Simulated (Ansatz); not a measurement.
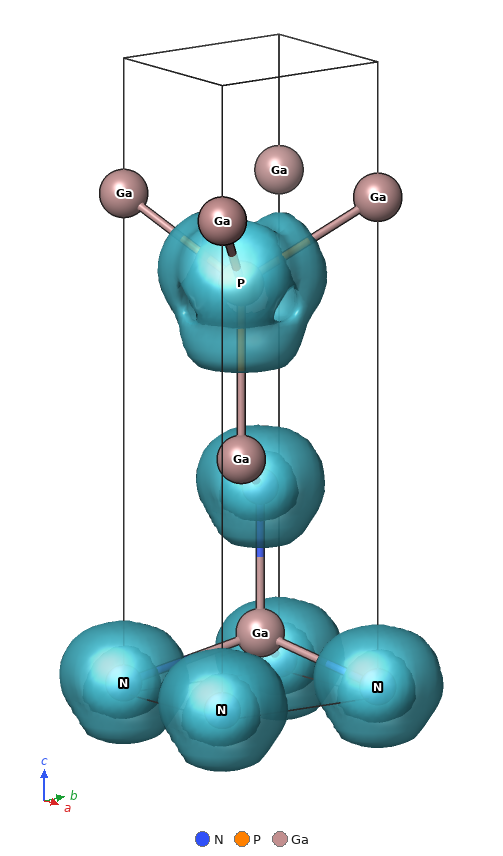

Figure. Ga3PN2. Isosurface of the electron localisation function at 0.75 (cyan), seen slightly off an axis. Core shells and regions of very low density are left out. Sticks mark near contacts.

Space group P3m1; started from the ordered alloy on zincblende lattice prototype, which need not be the ambient phase.

Computed with DFT, PBE, plane waves, PAW in Ansatz 0.2.0.

In a PAW calculation such maps are meaningful between the atoms, not at the nuclei.

```yaml
crystal:
  lattice:
    - [3.42988, 0.00000, 0.00000]
    - [-1.71494, 2.97036, 0.00000]
    - [0.00000, 0.00000, 8.56336]
  atoms:
    - { symbol: N, position: [0.00000, 0.00000, 0.01635] }
    - { symbol: N, position: [0.33333, 0.66667, 0.31547] }
    - { symbol: P, position: [0.66667, 0.33333, 0.66190] }
    - { symbol: Ga, position: [0.33333, 0.66667, 0.08487] }
    - { symbol: Ga, position: [0.66667, 0.33333, 0.38459] }
    - { symbol: Ga, position: [0.00000, 0.00000, 0.78682] }
```

### Describe the localisation domains.

The ELF exceeds this value in two regions wrapped around N (the valence shell of each) and one region wrapped around P (its valence shell), counted in one cell of 6 atoms. Regions shared between cells count once. Along the contacts the grid gives the following. Ga–N (1.97 Å): the ELF peaks at about 0.85 in the valence shell of N, 0.7 Å from its nucleus, and is about 0.50 at the midpoint. Ga–P (2.25 Å): the ELF peaks at about 0.90 in the valence shell of P, 0.8 Å from its nucleus, and is about 0.75 at the midpoint.
